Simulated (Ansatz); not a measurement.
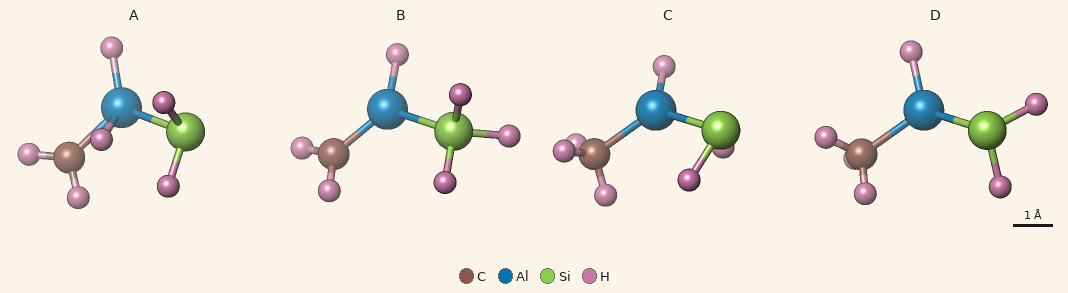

4 geometries from a converged minimum-energy path of CH6AlSi (charge −1), shuffled. A ball-and-stick model, seen at a tilt.

The calculation used RKS revPBE-D4/def2-SVP (Ansatz 0.2.0). Settings: 5 movable images; climbing image; force threshold 0.05 eV/Å; iteration limit 60; starting path through a guess of the saddle point.

> Which frame is the transition state?

A. In order along the path, whose images run from 0 to 6: D (image 0, 0.0 kcal/mol), C (image 2, +2.0 kcal/mol), A (image 4, +53.8 kcal/mol), B (image 6, +14.7 kcal/mol). A hydrogen atom shifts from one atom to another. Breaking: C–H (1.12 → 4.03 Å). Forming: H–Si (4.51 → 1.53 Å).

Limits of the set-up: the basis has no diffuse functions, which an anion needs.
